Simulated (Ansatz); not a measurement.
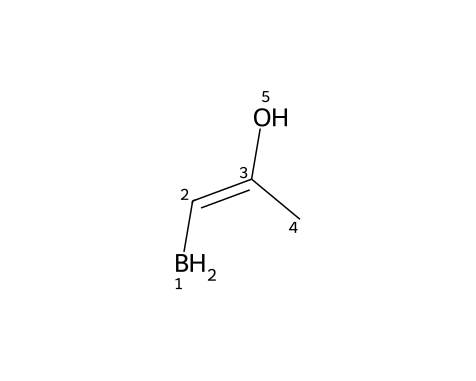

A structural formula, with wedges where it has stereocentres; small numbers name the atoms. The configuration is that of a computed structure (PBE-D4/def2-SVP).

**Give the R/S and E/Z labels.**

C2=C3: E.
